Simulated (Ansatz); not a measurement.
# How fast states decay through CsLiHfO3, part 3 of 3

Aim: relax a made-up compound, CsLiHfO3, and see how good a tunnel barrier it would be. It is built by putting Cs for part of the Li in the Li2HfO3 structure of space group C2/m, with the volume rescaled by atomic radii. The parent structure comes from the Materials Project.

Ansatz 0.2.0; PBEsol DFT, plane waves, PAW files (the session's first sound run).

So far. Step 4 (Complex bands, plane (010), k-mesh 12×12×12): At the listed wavevectors the last open channel is at -0.01 eV and the next at +3.59 eV on the grid. At +1.79 eV, the grid energy nearest the filling level (the middle of the gap on the SCF mesh), the slowest state at the listed wavevectors decays with κ = 0.312 Å⁻¹, its amplitude falling by e over 3.2 Å. Through 1 nm of this crystal that state's transmission falls by exp(−2 × 0.312 Å⁻¹ × 10 Å) = 0.0019.

The structure was built from a prototype and need not be the compound's stable phase.

### Step 6. Decaying states in the gap, plane (100), k-mesh 8×6×6

Level of this step: PBEsol DFT, plane waves, PAW files; complex bands by layer matching along the plane's normal (Ansatz).

The same for the (100) plane, at (0, 0), (0, -0.5) and (0.5, 0), to see how the decay depends on direction.

The input, input.yaml:

```yaml
crystal:
  lattice:
    - [3.268673181, 0.0, 0.0]
    - [0.0, 4.112292948, 0.0]
    - [-0.012091746, 2.056146474, 6.913819048]
  atoms:
    - { symbol: Li, position: [0.4164113489, 0.6027701601, 0.7944596798] }
    - { symbol: Cs, position: [0.9156448376, 0.3043281324, 0.3913437352] }
    - { symbol: Hf, position: [0.9171678821, 0.01789138, 0.96421724] }
    - { symbol: O, position: [0.4176174928, 0.9213064819, 0.1573870362] }
    - { symbol: O, position: [0.9168892498, 0.535030552, 0.929938896] }
    - { symbol: O, position: [0.4162691888, 0.1186732936, 0.7626534128] }
kpoints:
  mp_grid: { grid: [8, 6, 6] }
scf:
  occupations: { method: fixed }
hamiltonian:
  xc: pbesol
output:
  eigenvalues: true
  transmission:
    leads: [[0, 0]]
    kpoints: [[0.0, 0.0], [0.0, -0.5], [0.5, 0.0]]
    e_range: [-1.0, 4.55]
    de: 0.11
```

Run with:

```console
$ ansatz run input.yaml --threads 2 --pin off --max-ram 4096MiB --backend cpu --events-out ev --progress --plain --runs-dir out
```

Numbers of over 12 decimals in the logs are rounded to 6 here.

What it wrote:

```text
[...]
Crystal: 6 atoms, lattice volume = 92.934 Å³
Basis set: ecut = 420 eV, 1831 PW (Γ)
Bands: 34, of which v1, the nominal top of the filled ones, is band 28 counted from 1 (27 counted from 0)
Symmetry: 2 space group operations
[...]
k-points: 89 of 288 (time reversal used)
[...]
SCF iter   1: F=—  HF=-23077.447778 eV  |F-HF|=—  |Δ(HF+E_count)|=         —  Δρ=1.39e-2  dr2=1.57e-1  ethr=1.77e-3  ⟨swp⟩=4.5  Hψ=10243  notcnv=0  defer=315
[...]
SCF iter   9: F=-23077.410607 eV  HF=-23077.410607 eV  |F-HF|=1.06e-8  |Δ(HF+E_count)|=   2.71e-7  Δρ=3.98e-6  dr2=2.27e-8  ethr=1.79e-10  ⟨swp⟩=8.8  Hψ=10604  notcnv=0
SCF 1 converged in 9 iterations: F = -23077.410607 eV  dr2 = 2.27e-8
[...]
transmission: 9 of 27 steps passed
transmission: 18 of 27 steps passed
transmission: 27 of 27 steps passed
SCF converged after 9 iterations
Free energy (F): -23077.410607 eV
[...]
Internal energy: -23077.410607 eV  (E = F + TS)
E sigma→0 (E₀):  -23077.410607 eV
Fermi energy:    8.241342 eV
[...]
--- Band table (eV; the first three rows and the last of 89) ---
  k-point 0: bands = [... 24 lower, 7.1535, 7.9049, 7.9927, 8.0403, 11.7918, 12.3266, 13.6939, 13.8869, ... 2 higher]
  k-point 1: bands = [... 24 lower, 7.1400, 7.8099, 8.0037, 8.0230, 11.9230, 12.4066, 13.6935, 13.8305, ... 2 higher]
  k-point 2: bands = [... 24 lower, 7.1139, 7.6473, 7.9887, 8.0245, 12.1523, 12.6057, 13.6929, 13.7101, ... 2 higher]
  k-point 88: bands = [... 24 lower, 6.7889, 7.0433, 7.3373, 8.0326, 12.6681, 14.2366, 14.3990, 14.8584, ... 2 higher]
--- Transmission ---
  basis      : 115 plane waves across, 9 finite elements along
  points     : 3, as listed
[...]
crystal 0  : Cs1O3Li1Hf1, at the sites [0, 0], period 6.9138 Å: whole cells are its period
[...]
channels       : 0.000000e0 a spin
[...]
slowest decay  : 0.3368 /Å at (0.0000, 0.0000)
```

Elapsed: 26 s, on 2 threads of Arm Neoverse V1, shared host; peak memory 0.5 GiB.

This step gave:

- decay constant at the filling level, zone centre: 0.3368 Å⁻¹
- decay constant at the filling level, slowest listed point: 0.3368 Å⁻¹

K parallel (0, 0); values up to 1.5 1/Å, a degenerate pair printed once or twice; energies at which all values exceed this have no row. The Im kz of the slowest decaying states by energy, zero at the highest filled level on the SCF mesh:

```csv
energy (eV),decay 1 (Å⁻¹),decay 2 (Å⁻¹),decay 3 (Å⁻¹),decay 4 (Å⁻¹)
-1.000,0.294,0.302,0.794,0.801
-0.450,0.367,0.387,0.448,0.943
-0.010,0.224,0.371,0.493,0.507
0.540,0.306,0.544,0.553,0.834
0.980,0.331,0.560,0.619,0.782
1.530,0.340,0.565,0.673,0.711
1.970,0.331,0.559,0.650,0.702
2.520,0.300,0.540,0.565,0.729
2.960,0.251,0.487,0.513,0.743
3.510,0.0775,0.360,0.458,0.754
3.950,0.186,0.380,0.759,0.763
4.500,0.294,0.729,0.760,0.969
```

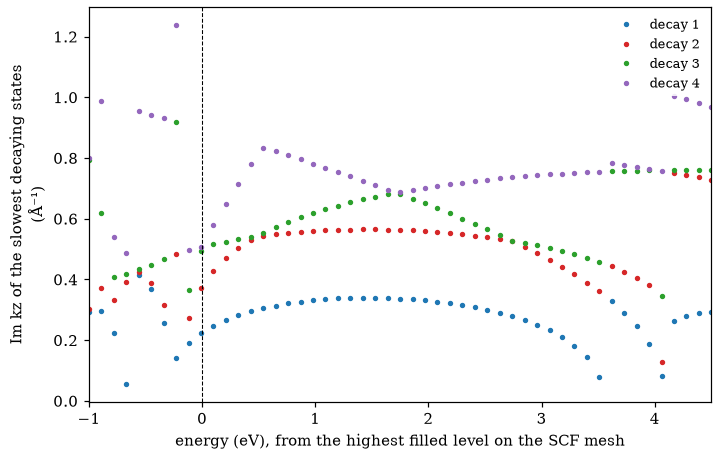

Im kz of the slowest decaying states, plotted against energy.

K parallel (0, -0.5); values up to 1.5 1/Å, a degenerate pair printed once or twice; energies at which all values exceed this have no row. Table of Im kz of the slowest decaying states by energy, zero at the highest filled level on the SCF mesh:

```csv
energy (eV),decay 1 (Å⁻¹),decay 2 (Å⁻¹),decay 3 (Å⁻¹),decay 4 (Å⁻¹)
-1.000,0.225,0.751,1.13,1.41
-0.450,0.225,0.672,1.03,1.38
-0.010,0.815,0.941,1.34,-
0.540,0.507,0.871,0.875,1.29
0.980,0.555,0.897,0.900,1.24
1.530,0.557,0.917,1.03,1.08
1.970,0.546,0.924,0.965,1.11
2.520,0.514,0.856,0.925,1.17
2.960,0.469,0.807,0.922,1.17
3.510,0.374,0.762,0.913,1.17
3.950,0.219,0.730,0.902,1.15
4.500,0.183,0.689,0.886,1.13
```

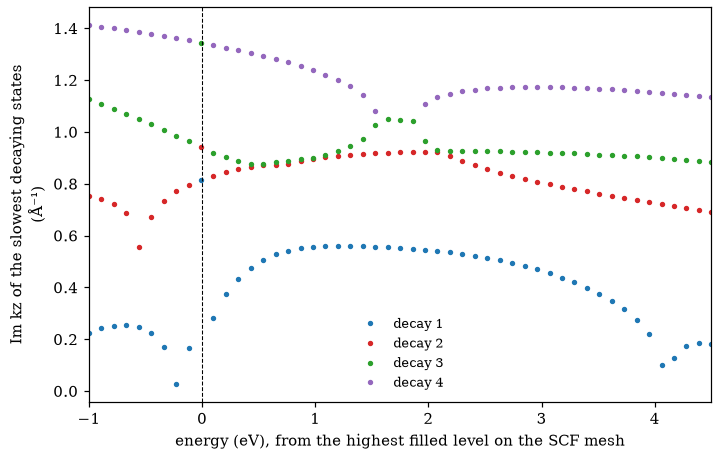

Im kz of the slowest decaying states against energy.

K parallel (0.5, 0); values up to 1.5 1/Å, a degenerate pair printed once or twice; energies at which all values exceed this have no row. Table of Im kz of the slowest decaying states by energy, zero at the highest filled level on the SCF mesh:

```csv
energy (eV),decay 1 (Å⁻¹),decay 2 (Å⁻¹),decay 3 (Å⁻¹),decay 4 (Å⁻¹)
-1.000,0.292,0.359,0.477,0.869
-0.450,0.353,0.377,0.452,0.500
-0.010,0.491,0.515,0.525,0.593
0.540,0.524,0.587,0.620,0.645
0.980,0.539,0.617,0.663,0.663
1.530,0.548,0.637,0.666,0.691
1.970,0.547,0.643,0.658,0.698
2.520,0.538,0.634,0.642,0.651
2.960,0.524,0.589,0.605,0.635
3.510,0.489,0.495,0.552,0.616
3.950,0.365,0.462,0.493,0.592
4.500,0.376,0.402,0.522,0.548
```

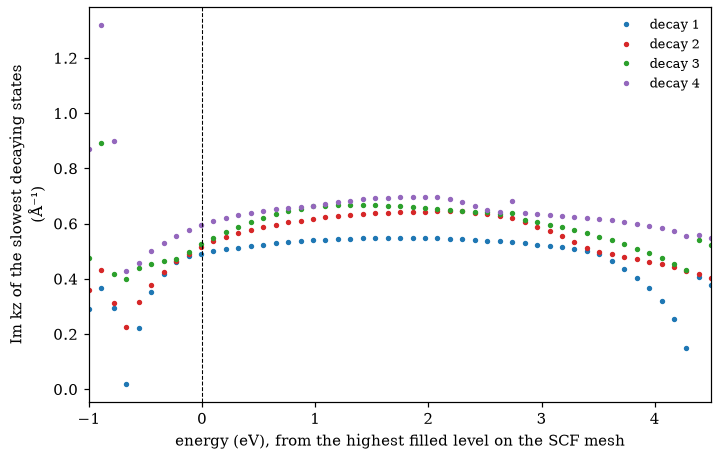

Im kz of the slowest decaying states, plotted against energy.

At the listed wavevectors the last open channel is at -0.01 eV and the next at +3.62 eV on the grid. At +1.75 eV, the grid energy nearest the filling level (the middle of the gap on the SCF mesh), the slowest state at the listed wavevectors decays with κ = 0.337 Å⁻¹, its amplitude falling by e over 3.0 Å; the first such run, plane (010), gave 0.312 Å⁻¹.

### Step 7. Band edges at another level

This step: PBEsol DFT, plane waves, JTH PAW files (Ansatz 0.2.0).

The edges again with JTH files, at the same atoms.

The input, input.yaml:

```yaml
crystal:
  lattice:
    - [6.8683012984, -2.0561464741, 0.792134653]
    - [6.8683012984, 2.0561464741, 0.792134653]
    - [-0.3801784507, 0.0, 3.2464886739]
  atoms:
    - { symbol: Li, position: [0.3972298399, 0.3972298399, 0.4164113489] }
    - { symbol: Cs, position: [0.6956718676, 0.6956718676, 0.9156448376] }
    - { symbol: Hf, position: [-0.01789138, -0.01789138, -0.0828321179] }
    - { symbol: O, position: [0.0786935181, 0.0786935181, 0.4176174928] }
    - { symbol: O, position: [0.464969448, 0.464969448, -0.0831107502] }
    - { symbol: O, position: [0.8813267064, 0.8813267064, 0.4162691888] }
kpoints:
  mp_grid: { grid: [6, 6, 8] }
  band_path: { path: [VBM, CBM], npoints: 30 }
scf:
  occupations: { method: fixed }
hamiltonian:
  xc: pbesol
  pseudopotentials: { kind: paw, source: jth }
output:
  eigenvalues: true
```

What it wrote:

```text
Error: inconsistent input (hamiltonian.pseudopotentials.source, hamiltonian.xc, hamiltonian.pseudopotentials.xc_functional): this build's library has no table of `source: jth` for `kind: paw` and the PBEsol files: it has one for `kind: paw` and the PBE files, or for `kind: paw` and the LDA files. Leave `source` out
```

It took 0.02 s on 2 threads; peak memory 0.031 GiB.

The program refused the input before any cycle.

The program's message: “Error: inconsistent input (hamiltonian.pseudopotentials.source, hamiltonian.xc, hamiltonian.pseudopotentials.xc_functional): this build's library has no table of `source: jth` for `kind: paw` and the …”

### Step 8. Results

| Item | Value |
| --- | --- |
| band gap | 3.55 eV |
| least decay constant at mid-gap, normal to (010) | 0.312 Å⁻¹ |
| least decay constant at mid-gap, normal to (100) | 0.337 Å⁻¹ |
| least decay constant on a mesh, normal to (010) | 0.312 Å⁻¹ |

**Reading.** With PBEsol, the slowest decay at the wavevectors tried is κ = 0.312 Å⁻¹, normal to (010). Through such a film the transmission near mid-gap falls as exp(−2κd), a factor of ten every 3.7 Å. The directions tried decay at nearly the same rate. A free electron under a barrier of half the gap would need a mass of 0.21 mₑ to decay at this rate. The compound is made up by substitution; its stability against other phases and against distortions of the cell's symmetry was not tested. A semilocal functional narrows gaps, so real decay constants are likely larger.

[Logs are printed without paths, hosts, clocks, repeated set-up lines and the standing remarks that a program may print on its own settings, such as how far it seeks lower states.]

[Hosts, paths, dates, database ids (printed as entryN), source tags and the programs' standing remarks are cut or masked in the printed files.]

[New means built here by substitution; the compound itself may be known and measured.]
